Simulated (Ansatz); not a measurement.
## Electronic structure of SiH4···HBr in real space

```xyz
7

Si   -0.8543   -0.6799   -0.3523
H     0.3799   -0.3088    0.3880
H    -0.5351   -1.7775   -1.2925
H    -1.8792   -1.1220    0.6196
H    -1.3361    0.5049   -1.0973
H     1.6692    1.1336    0.7632
Br    2.5556    2.2495    0.9713
```

Method: Ansatz, RKS B3LYP-D4/def2-mTZVP.

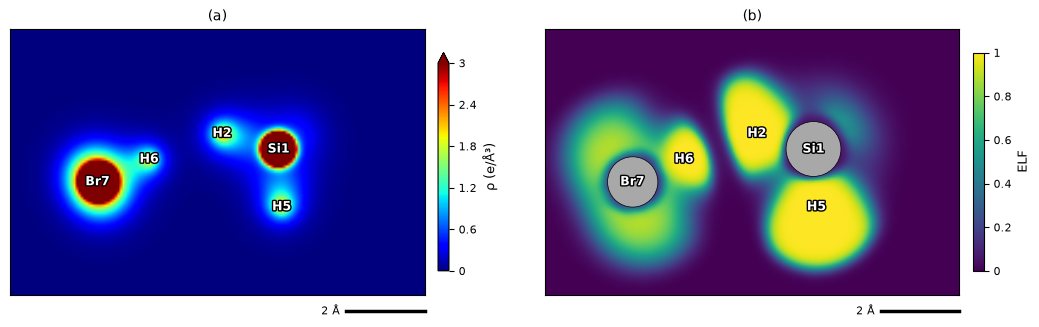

Figure 1. (a) total electron density; (b) ELF on the plane of atoms H2, Si1 and H5. Grey discs cover the atomic cores in the ELF map.

Read the bonding off the picture.

The plane passes through Si, H and Br nuclei.
H2···H6 (1.97 Å): the density falls to about 0.08 e/Å³ on the way; the ELF dips to about 0.05 between them.
Br–H (1.44 Å): ρ is about 1.5 e/Å³ halfway; the ELF climbs to about 1 towards the hydrogen, as it does in any bond to H.
Si–H (1.49 Å): ρ is about 0.78 e/Å³ halfway; the ELF climbs to about 1 towards the hydrogen.
The ELF also peaks beside Br7, away from the bonds: lone-pair regions.

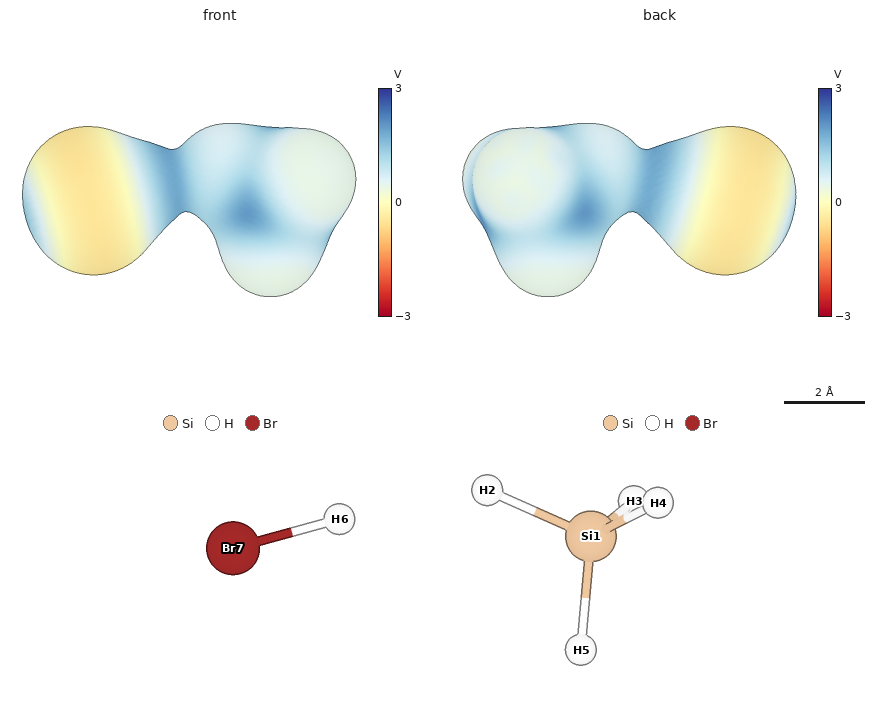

Figure 2. The molecular electrostatic potential painted on the density surface at 0.004 e/bohr³, seen from the front and from behind; the colour scale runs from red (negative) to blue (positive). The bare structure is drawn below in the same view.

Describe the electrostatic potential map.

The most negative region (about −0.5 V, or −12 kcal/mol for a unit charge) lies over Br7, the most positive (about +2.0 V, or +46 kcal/mol for a unit charge) over Si1. Br7 shows a σ-hole: about +1.4 V, or +32 kcal/mol for a unit charge at the tip opposite its bond, against about −0.5 V, or −12 kcal/mol for a unit charge on its flanks.

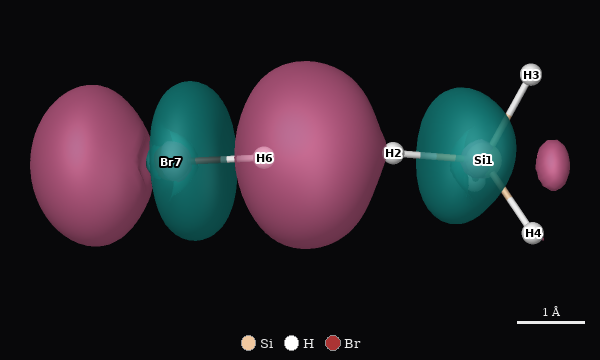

Figure 3. The LUMO at ±0.1 Å⁻³ᐟ² (teal and pink are the two phases), seen from one side.

What is the character of this orbital?

Its weight (Hirshfeld) is mainly on Br7 (about 45 %), H6 (about 25 %), Si1 (about 15 %) and H2 (about 10 %). Its energy is −0.70 eV.
